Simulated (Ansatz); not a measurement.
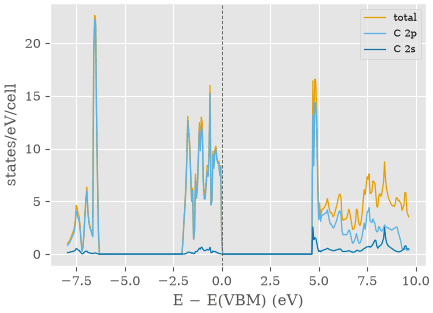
*Total and projected density of states of C in space group Fd-3m (No. 227; C on 8b, C on 32e), the program Ansatz at the PBE level (PAW)*

Task: Which orbitals carry the states next to the gap?

Result: Top 1 eV of the valence band: C 2p 96 %. Bottom 1 eV of the conduction band: C 2p 84 %, C 2s 10 %, outside the projected shells 6 %. Projections are on Löwdin-orthogonalised atomic valence shells; empty p or d shells of many metals are not among them.

Task: Where is the tallest occupied peak in this window, and what makes it?

Result: Near -6.6 eV, about 23 states/eV per cell; the largest projected share is C 2p.

The start of the workflow was typed in or built on a structure type. Its sites differ from those of the usual phase in this space group: another stacking or structure type. The PBE relaxation kept the symmetry of its start; its stability against distortions is not shown here.

Potentials: the later of the program's two PAW sets.
